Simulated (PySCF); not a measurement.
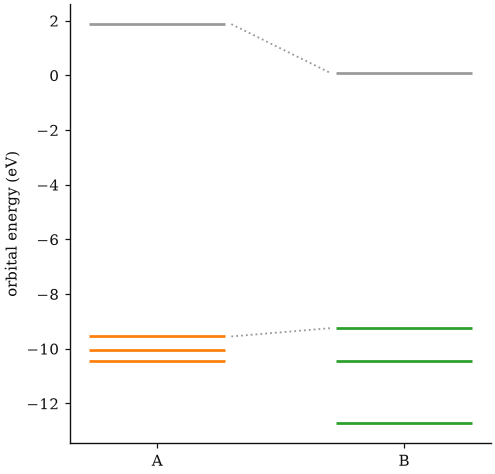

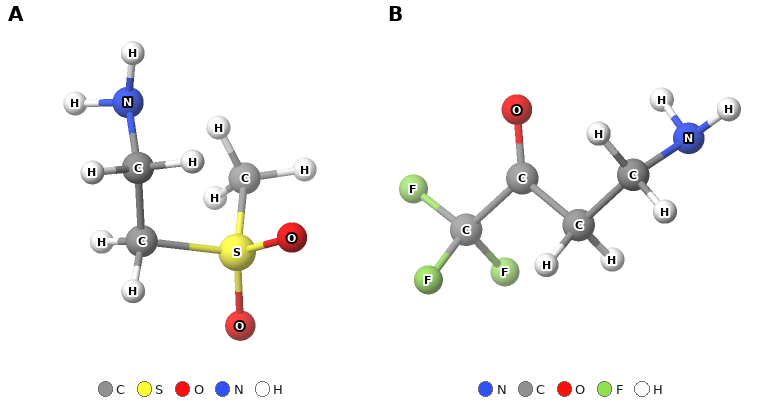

Related molecules: A is C₃H₉NO₂S, SMILES CS(=O)(=O)CCN; B is C₄H₆F₃NO, SMILES NCCC(=O)C(F)(F)F. Frontier orbital energies, ωB97X-D/def2-SVPD with PySCF 2.14.0, at a GFN2-xTB geometry (no frequency check); drawn are at most three filled levels and, in grey, the LUMO with any level within 0.03 eV of it; dotted lines join the HOMOs and the LUMOs.

### What does the change do to the frontier levels?

From A to B the HOMO rises by 0.30 eV and the LUMO falls by 1.78 eV, so the separation goes from 11.42 to 9.34 eV.

Caveats, for all or some of the runs: empty levels above zero depend strongly on the basis; one conformer of a flexible molecule; the tight-binding geometry is rougher than a DFT one and adds to the error.
